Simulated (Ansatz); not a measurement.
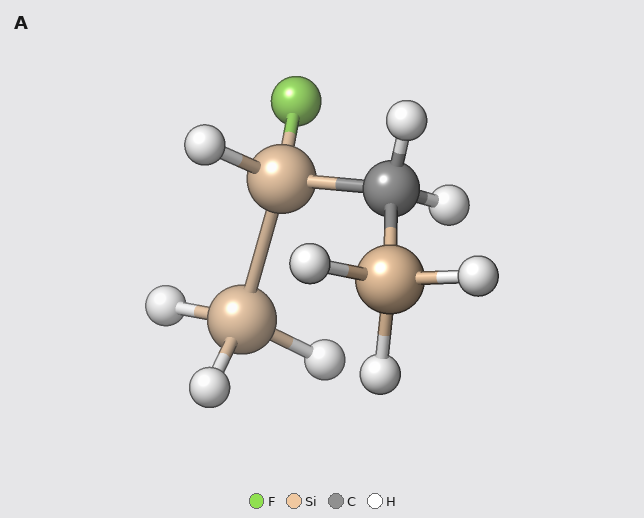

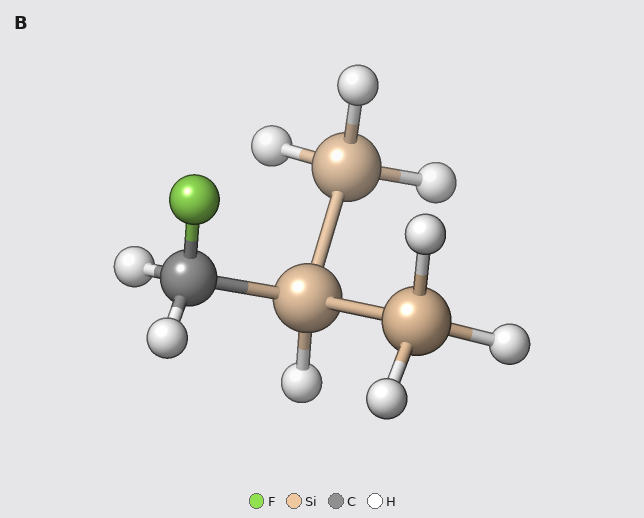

2 stationary structures of one formula. Geometries: PBE-D4/def2-SVP. Electronic energies: PBE-D4/def2-SVP (Ansatz 0.2.0), without zero-point energy. No frequency run is at hand to confirm each as a minimum. Each is one conformer, not always the lowest.

Are they conformers, stereoisomers or constitutional isomers?

Answer. They are constitutional isomers of CH9FSi3: A `F[Si@@H]([SiH3])C[SiH3]`, B `FC[SiH]([SiH3])[SiH3]`.

Which is lowest in energy, and by how much?

Answer. A is lowest; B lies 46.3 kcal/mol above it.
